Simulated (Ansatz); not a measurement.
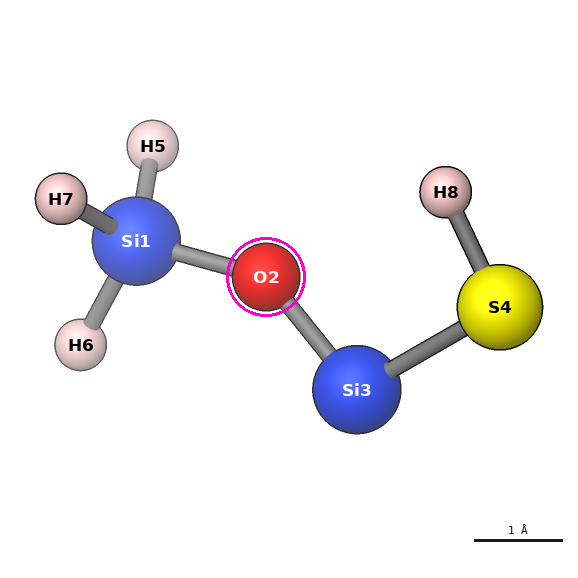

(Drawn from a calculation with Ansatz.)

Orthographic view. Depth is shown by fading: the farther an atom, the more it takes the colour of the background. Geometry: moved along internal coordinates away from the minimum.

Question: Which atoms are bonded to the circled atom?

Answer: The circled atom is O2; it is bonded to Si1, Si3.

Question: What is the shortest path along bonds from the circled atom to H8?

Answer: O2–Si3–S4–H8, 3 bonds; through space the two are 2.59 Å apart.

Question: Of Si1 and H7, which is nearer the viewer?

Answer: H7; the bond to Si1 points away from the viewer, so it looks shorter than its 1.48 Å.
